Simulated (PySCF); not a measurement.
System: CClF₃ (SMILES FC(F)(F)Cl).

Input file:

```
{"job": {"kind": "nmr", "xc": "PBE0", "basis": "pcSseg-2"}, "charge": 0, "multiplicity": 1}
C      0.078766    -0.031513    -0.020819
F      0.601162    -0.655485     1.016966
F      0.837944     1.004149    -0.319996
F      0.062035    -0.856624    -1.049060
Cl    -1.554868     0.504029     0.352666
```

Launched as:

```sh
OMP_NUM_THREADS=1 python cluster_run.py task.json out
```

Geometry: PBE0-D3(BJ)/def2-SVP.

All numbers below come from PBE0/pcSseg-2, SCF density, gas phase, non-relativistic in PySCF.

> What will maps of the electron density and electron localisation function show?

C–F (1.32 Å): ρ at the midpoint is about 2.6 e/Å³; the ELF peaks at about 0.85 between the atoms: a polar covalent bond.

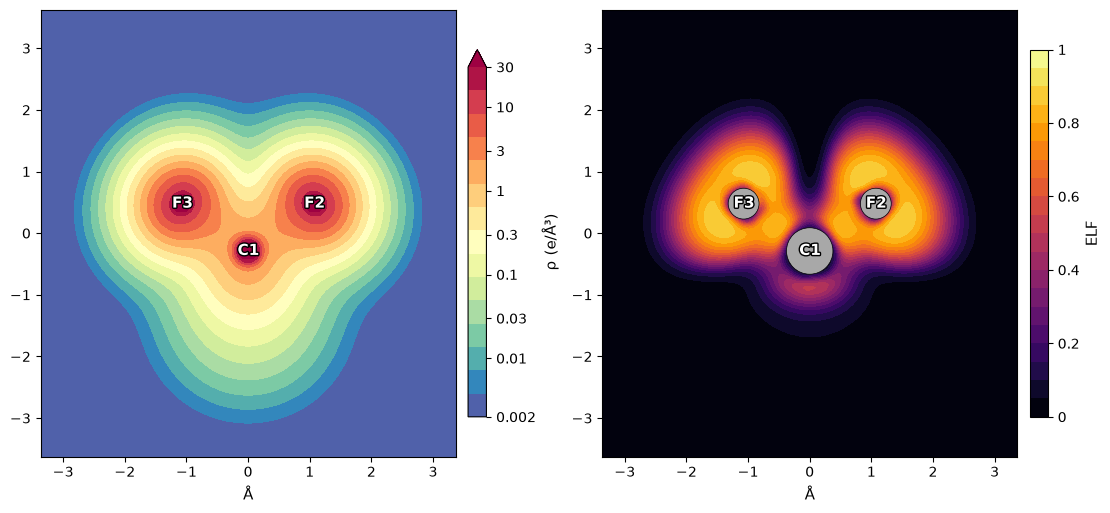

Computed electron density and electron localisation function on the plane of atoms F2, C1 and F3, in this order. Grey discs cover the atomic cores in the ELF map. 
